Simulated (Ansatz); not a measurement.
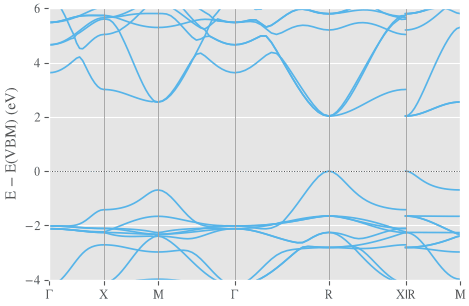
*Band structure from DFT-r²SCAN in the program Ansatz with PAW potentials*

Problem. Read off the gap and where the band edges lie.

Solution. About 2.0 eV (2.03 eV by a search for the band edges); maximum at R, minimum at R.

The material is CsPbBr₃ (cubic perovskite, Pm-3m).

This is a known high-temperature phase of the composition, computed here at zero pressure and temperature. Symmetry was held in the r²SCAN relaxation; whether a distortion lowers the energy is not shown. Scalar-relativistic: spin–orbit coupling is off unless named, which matters more the heavier the elements.

Potentials: the later of the program's two PAW sets.
